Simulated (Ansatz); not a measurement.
## Rh: response to strain

Base system: Rh in the fcc (Cu type) structure (space group Fm-3m, No. 225; a = 3.802 Å; relaxed with 0.1 eV smearing). Axes: x, y, z lie along the cube axes.

Strains are applied to the cell and any free atomic positions relax.

Level of theory: Kohn–Sham DFT with the r2SCAN functional, run in Ansatz (a program for electronic structure) with PAW and 500 eV plane waves, no SOC.

Notes on the quantities. pressure: mean of the normal stresses, compression positive.

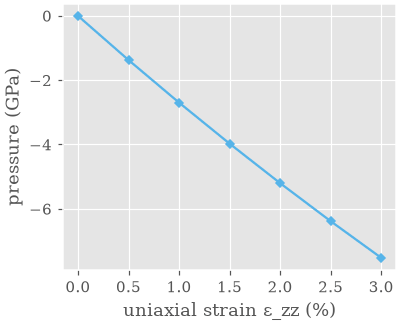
*Pressure against uniaxial strain ε_zz*

```tsv
uniaxial strain ε_zz (%)	pressure
0.5	-1.4 GPa
1	-2.7 GPa
1.5	-4.0 GPa
2	-5.2 GPa
2.5	-6.4 GPa
3	-7.5 GPa
```

Whether these cells are dynamically stable was not tested. The final runs are not spin-polarised. Rh lies near a magnetic instability that expansion can trigger; it was not tested.
